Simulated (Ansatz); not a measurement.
## Response to strain in hypothetical zinc blende BaS

The reference is BaS in the zinc blende structure (space group F-43m, No. 216; a = 7.036 Å; a hypothetical phase, not in the database extracts checked).

Strains are applied to the cell and any free atomic positions relax.

Calculations: Kohn–Sham DFT with the PBE functional, run in Ansatz (a program for electronic structure) with PAW and 420 eV plane waves, spin-orbit coupling left out.

Notes on the quantities. energy relative to the base: free energy F.

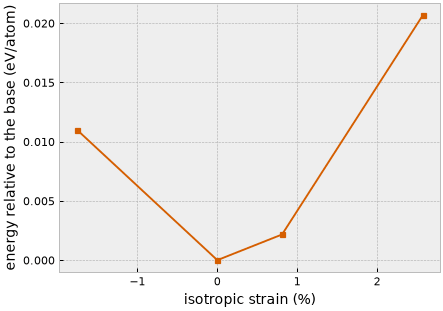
Energy relative to the base against isotropic strain

Q: From the plot, what is the energy relative to the base for isotropic strain −1.76 %?

A: About 0.011 eV/atom.

Q: Is the trend monotonic over the range shown?

A: No, it turns within the range, spanning 0 meV/atom to +21 meV/atom.

Stability against distortions was not tested.
